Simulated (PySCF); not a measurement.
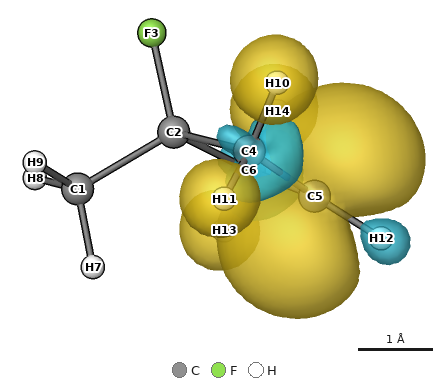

The picture shows: C5H8F (SMILES CC1(F)C[CH]C1) (doublet). Isosurfaces of the spin density at +0.015 (yellow) and −0.015 e/Å³ (cyan), seen from one side.

Geometry: GFN2-xTB.

Theory: UKS B3LYP, pcH-1 on C F H, non-relativistic, mean-field spin-orbit, GIAO (PySCF 2.14.0, density-fitted response routines).

```yaml
atoms:
  - { symbol: C, position_ang: [1.6459, -0.0498, 0.0791] }
  - { symbol: C, position_ang: [0.2556, 0.0530, -0.5133] }
  - { symbol: F, position_ang: [0.3747, 0.2081, -1.8851] }
  - { symbol: C, position_ang: [-0.7369, -1.0635, -0.1229] }
  - { symbol: C, position_ang: [-1.5240, -0.0317, 0.5959] }
  - { symbol: C, position_ang: [-0.6840, 1.0976, 0.1269] }
  - { symbol: H, position_ang: [1.5792, -0.1733, 1.1561] }
  - { symbol: H, position_ang: [2.2098, 0.8532, -0.1452] }
  - { symbol: H, position_ang: [2.1673, -0.9030, -0.3500] }
  - { symbol: H, position_ang: [-1.2354, -1.5055, -0.9922] }
  - { symbol: H, position_ang: [-0.3212, -1.8812, 0.4732] }
  - { symbol: H, position_ang: [-2.3438, -0.0905, 1.2795] }
  - { symbol: H, position_ang: [-0.2320, 1.7363, 0.8913] }
  - { symbol: H, position_ang: [-1.1558, 1.7500, -0.6153] }
```

Question: Describe the spin distribution.

Answer: The unpaired spin (1 electron) lies mostly on C5 (about 0.7), in electrons by Hirshfeld's partition.
